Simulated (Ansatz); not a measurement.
# [SiH3]− (SMILES [SiH3-]) at BCCD(T)/3-21G

Aim: the energy change on altering one bond length of [SiH3]− at BCCD(T)/3-21G, from 2 runs. 

The calculation is run with Ansatz 0.2.0.

2 further runs of the same task are left out: 2 set aside as unsound or not needed.

### Step 1. The structure to begin with

The species is [SiH3]− (4 atoms), meant as a singlet with charge -1. SMILES: `[SiH3-]`. The coordinates come from a PBE0-D4/def2-TZVPD relaxation.

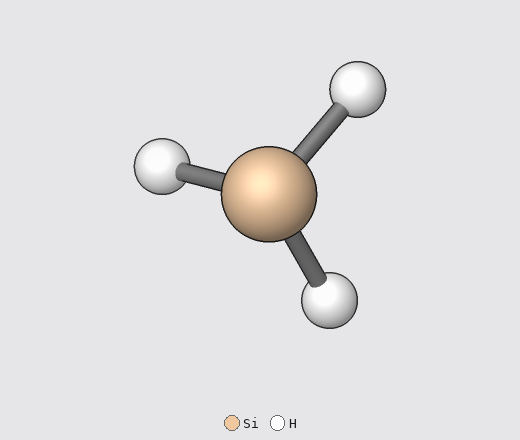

The structure, seen from a chosen angle (silicon light orange, hydrogen white).

### Step 2. The energy at BCCD(T)/3-21G

Contents of input.yaml:

```yaml
crystal:
  periodic: [false, false, false]
  atoms:
    - {symbol: Si, position_ang: [0.539700, -0.050700, -0.300900]}
    - {symbol: H, position_ang: [0.426600, 0.622300, 1.085900]}
    - {symbol: H, position_ang: [-0.298500, -1.283700, 0.106800]}
    - {symbol: H, position_ang: [-0.667800, 0.712200, -0.891800]}
basis:
  gaussian: {orbitals: 3-21G.json}
correlation: {method: bccd_t, frozen_orbitals: {H: 0, Si: 5}}
scf: {omitted_lower_state_checks: [cluster_reference, increment]}
accuracy: high
total_charge: -1
```

The basis set 3-21G is read from a file made from the Basis Set Exchange's data (not shown).

Launch:

```sh
$ ansatz run input.yaml --threads 1 --pin off --max-ram 2610MiB --events-out events.jsonl --progress --plain --runs-dir runs
```

What it wrote:

```text
Warning: RAYON_NUM_THREADS=1 ignored (pool sized by the plan → 1); use --threads N
Functional definition: HF
  name "HF"
  exchange = exact_x
  correlation = 0
these checks for a lower state are left out or cut short: cluster_reference, increment
380 factors; integrals over basis functions are off by at most 4.0e-9 eV
mean field evaluation 1: about -7866.0377 eV, gradient 7.8e0 eV
mean field evaluation 2: about -7866.0375 eV, gradient 7.8e0 eV
mean field evaluation 4: about -7866.3792 eV, gradient 4.3e-1 eV
mean field evaluation 8: about -7866.3809 eV, gradient 9.1e-7 eV
mean field -7866.38087754 eV, -289.0841652250 hartree, gradient 2.4e-8 eV, S^2 0.000000; 0 other end points of the search recorded, 0 dependent functions left out
5 core orbitals not correlated: weight in the atoms' cores, before any rotation towards them, 1.000 or more for the frozen orbitals, at most 0.000 for the correlated occupied ones
reference -7866.38087754 eV, -289.0841652250 hartree; 4, 4 occupied and 10, 10 virtual orbitals, 380 factors
second order -1.58531510 eV of doubles, -0.00000000 eV of singles
cycle   1  -1.97304593 eV  change   -3.9e-1 eV  update   5.4e-2
cycle   2  -2.15376646 eV  change   -1.8e-1 eV  update   2.2e-2
cycle   3  -2.15646845 eV  change   -2.7e-3 eV  update   4.6e-3
cycle   4  -2.15676483 eV  change   -3.0e-4 eV  update   1.1e-3
cycle   5  -2.15667514 eV  change    9.0e-5 eV  update   2.8e-4
cycle   6  -2.15665347 eV  change    2.2e-5 eV  update   8.0e-5
cycle   7  -2.15667524 eV  change   -2.2e-5 eV  update   1.3e-5
cycle   8  -2.15666989 eV  change    5.4e-6 eV  update   2.9e-6
cycle   9  -2.15666843 eV  change    1.5e-6 eV  update   8.5e-7
cycle  10  -2.15666876 eV  change   -3.4e-7 eV  update   2.0e-7
cycle  11  -2.15666876 eV  change    9.0e-9 eV  update   4.5e-8
cycle  12  -2.15666874 eV  change    1.9e-8 eV  update   1.8e-8
cycle  13  -2.15666846 eV  change    2.8e-7 eV  update   8.2e-8
cycle  14  -2.15666835 eV  change    1.1e-7 eV  update   2.7e-8
cycle  15  -2.15666834 eV  change    1.1e-8 eV  update   5.4e-9
cycle  16  -2.15666834 eV  change   -2.0e-9 eV  update   1.6e-9
cycle  17  -2.15666834 eV  change  -4.1e-10 eV  update  4.1e-10
perturbative correction -0.02484262 eV, -0.0009129494 hartree
Total energy: -7868.56238850 eV, -289.1643342742 hartree
Checks for a lower state left out: cluster_reference, increment
```

It took 0.16 s on 1 thread of Intel Xeon Platinum 8488C (Sapphire Rapids), shared host.

### Step 3. The distorted shape, same level

Contents of run.yaml:

```yaml
crystal:
  periodic: [false, false, false]
  atoms:
    - {symbol: Si, position_ang: [0.567973, -0.218940, -0.647580]}
    - {symbol: H, position_ang: [0.426600, 0.622300, 1.085900]}
    - {symbol: H, position_ang: [-0.270227, -1.451940, -0.239880]}
    - {symbol: H, position_ang: [-0.639527, 0.543960, -1.238480]}
basis:
  gaussian:
    orbitals: 3-21G.json
total_charge: -1
correlation:
  method: bccd_t
  frozen_orbitals: {H: 0, Si: 5}
accuracy: high
scf:
  omitted_lower_state_checks: [cluster_reference, increment]
```

The basis set 3-21G is read from a file made from the Basis Set Exchange's data (not shown).

Launch:

```sh
$ ansatz run run.yaml --threads 1 --pin off --max-ram 2610MiB --events-out events.jsonl --progress --plain --runs-dir runs
```

What it wrote:

```text
Warning: RAYON_NUM_THREADS=1 ignored (pool sized by the plan → 1); use --threads N
[... 4 set-up lines as earlier in the session ...]
these checks for a lower state are left out or cut short: cluster_reference, increment
375 factors; integrals over basis functions are off by at most 3.3e-9 eV
mean field evaluation 1: about -7865.5253 eV, gradient 7.6e0 eV
mean field evaluation 2: about -7865.5248 eV, gradient 7.6e0 eV
mean field evaluation 4: about -7865.8559 eV, gradient 5.2e-1 eV
mean field evaluation 8: about -7865.8586 eV, gradient 6.0e-7 eV
mean field -7865.85861392 eV, -289.0649723911 hartree, gradient 1.8e-8 eV, S^2 0.000000; 0 other end points of the search recorded, 0 dependent functions left out
5 core orbitals not correlated: weight in the atoms' cores, before any rotation towards them, 1.000 or more for the frozen orbitals, at most 0.000 for the correlated occupied ones
reference -7865.85861392 eV, -289.0649723911 hartree; 4, 4 occupied and 10, 10 virtual orbitals, 375 factors
second order -1.63461778 eV of doubles, -0.00000000 eV of singles
cycle   1  -2.05306027 eV  change   -4.2e-1 eV  update   6.3e-2
cycle   2  -2.27473963 eV  change   -2.2e-1 eV  update   2.7e-2
cycle   3  -2.28118981 eV  change   -6.5e-3 eV  update   6.6e-3
cycle   4  -2.28108440 eV  change    1.1e-4 eV  update   2.0e-3
cycle   5  -2.28125495 eV  change   -1.7e-4 eV  update   7.3e-4
cycle   6  -2.28115614 eV  change    9.9e-5 eV  update   2.4e-4
cycle   7  -2.28125983 eV  change   -1.0e-4 eV  update   5.4e-5
cycle   8  -2.28123105 eV  change    2.9e-5 eV  update   1.5e-5
cycle   9  -2.28122839 eV  change    2.7e-6 eV  update   4.2e-6
cycle  10  -2.28123085 eV  change   -2.5e-6 eV  update   9.7e-7
cycle  11  -2.28123118 eV  change   -3.4e-7 eV  update   2.9e-7
cycle  12  -2.28123108 eV  change    1.0e-7 eV  update   8.0e-8
cycle  13  -2.28123103 eV  change    4.6e-8 eV  update   2.6e-8
cycle  14  -2.28123104 eV  change  -7.6e-10 eV  update   1.6e-8
cycle  15  -2.28123047 eV  change    5.6e-7 eV  update   1.5e-7
cycle  16  -2.28123023 eV  change    2.4e-7 eV  update   6.0e-8
cycle  17  -2.28123021 eV  change    1.9e-8 eV  update   1.5e-8
cycle  18  -2.28123021 eV  change   1.3e-10 eV  update   5.9e-9
cycle  19  -2.28123022 eV  change   -2.2e-9 eV  update   1.9e-9
cycle  20  -2.28123022 eV  change  -5.2e-10 eV  update  4.1e-10
perturbative correction -0.03188165 eV, -0.0011716289 hartree
Total energy: -7868.17172578 eV, -289.1499776842 hartree
Checks for a lower state left out: cluster_reference, increment
```

Wall time 0.16 s (1 thread of Intel Xeon Platinum 8488C (Sapphire Rapids), shared host).

### Step 4. Outcome

Level: BCCD(T)/3-21G, 5 core orbitals frozen.

```
                                                          quantity          value
                                         first shape: total energy  -289.16433 Eh
          first shape: correlation energy (5 core orbitals frozen)      -80.2 mEh
                                       first shape: (T) correction      -0.91 mEh
                                     distorted shape: total energy  -289.14998 Eh
      distorted shape: correlation energy (5 core orbitals frozen)      -85.0 mEh
                                   distorted shape: (T) correction      -1.17 mEh
energy change with the Si1–H2 bond stretched from 1.546 to 1.932 Å       0.391 eV
```

**Reading.** With the Si1–H2 bond stretched from 1.546 to 1.932 Å the energy rises by 0.39 eV (37.7 kJ/mol). The first shape isn't relaxed at this level, so the change isn't measured from a minimum. The triples (first shape) make up 1.1 % of the correlation energy. The triples (distorted shape) make up 1.4 % of the correlation energy.
